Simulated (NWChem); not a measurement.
**S2F2 (Difluorodisulfane) at HF/MINI**

Aim: the vertical ionisation energy of S2F2 (Difluorodisulfane) at HF/MINI, from 2 runs. 

Program for the calculation: NWChem 7.3.0.

2 further runs of the same task are left out: 1 that didn't finish, 1 set aside as unsound or not needed.

### Step 1. Starting point

S2F2 has 4 atoms, charge 0, and is taken as a singlet. SMILES: `FSSF`. Geometry: relaxed at PBE0-D4/def2-TZVP.

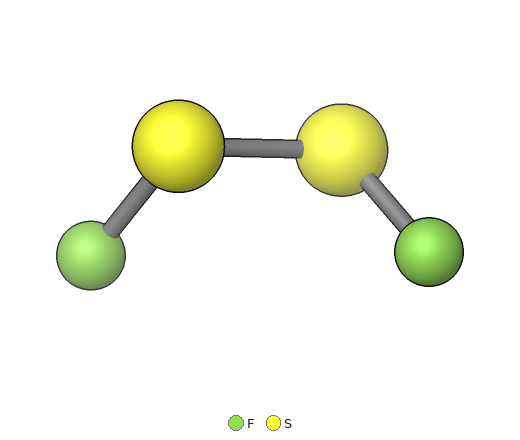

Viewed from a chosen angle; fluorine green, sulfur yellow.

### Step 2. The energy at HF/MINI

Contents of f2s2.nw:

```
start f2s2
title "F2S2"
memory stack 880 mb heap 220 mb global 1100 mb
geometry units angstrom noautosym nocenter noautoz
   F     -1.783750    -0.199930    -0.621590
   S     -0.467670     0.764150    -0.632370
   S      1.044990    -0.276390    -0.184720
   F      1.206410    -0.287820     1.438680
end
basis spherical bse
   * library MINI
end
scf
   thresh 1e-08
   maxiter 80
   noprint "final vectors analysis"
end
task scf
```

The run is started by

```console
$ nwchem f2s2.nw > f2s2.out
```

The log of the run:

```text
[...]
  functions       =    28
[...]
  wavefunction    = RHF
[...]
         Total SCF energy =   -988.524796312474
      One-electron energy =  -1827.334673760945
      Two-electron energy =    608.681541665883
 Nuclear repulsion energy =    230.128335782588
        Time for solution =      1.6s
[...]
```

Run time: 2.4 s. Hardware: 1 thread of Intel Xeon Platinum 8259CL at 2.50GHz (Skylake/Cascade Lake), shared host; peak memory 0.098 GiB.

### Step 3. The doublet cation

Contents of mymol.nw:

```
start mymol
title "F2S2 hf"
memory 2200 mb
charge 1
geometry units au noautosym nocenter noautoz
   F     -3.37079897    -0.37781294    -1.17463486
   S     -0.88376822     1.44403422    -1.19500611
   S      1.97474490    -0.52230140    -0.34907021
   F      2.27978449    -0.54390097     2.71871118
end
basis spherical bse
   * library MINI
end
scf
   nopen 1
   uhf
   thresh 1e-08
   maxiter 80
   print low
end
task scf energy
```

The run is started by

```console
$ nwchem mymol.nw > mymol.out
```

The log of the run:

```text
[...]
  functions       =    28
[...]
  wavefunction    = UHF
[...]
         Total SCF energy =   -988.098227486613
      One electron energy =  -1810.622845469089
      Two electron energy =    592.396298563749
 Nuclear repulsion energy =    230.128319418728
                       Sz =      0.5000
                 Sz(Sz+1) =      0.7500
                      S^2 =      0.7903
[...]
```

It took 17 s on 1 thread of Intel Xeon Platinum 8259CL at 2.50GHz (Skylake/Cascade Lake), shared host; peak memory 0.099 GiB.

### Step 4. Results

Level: HF/MINI.

| quantity | value |
| --- | --- |
| singlet S2F2: total energy | -988.52480 Eh |
| singlet S2F2: dipole moment | 0.96 D |
| doublet cation: total energy | -988.09823 Eh |
| doublet cation: ⟨S²⟩ | 0.790 |
| vertical ionisation energy (to the doublet cation) | 11.608 eV |

**Reading.** Removing an electron at fixed nuclei costs 11.61 eV (268 kcal/mol). In a minimal basis such a difference can be off by several eV, whatever the method. Mulliken charges (singlet S2F2) run from -0.33 on F1 to +0.33 on S2; they depend strongly on the basis.
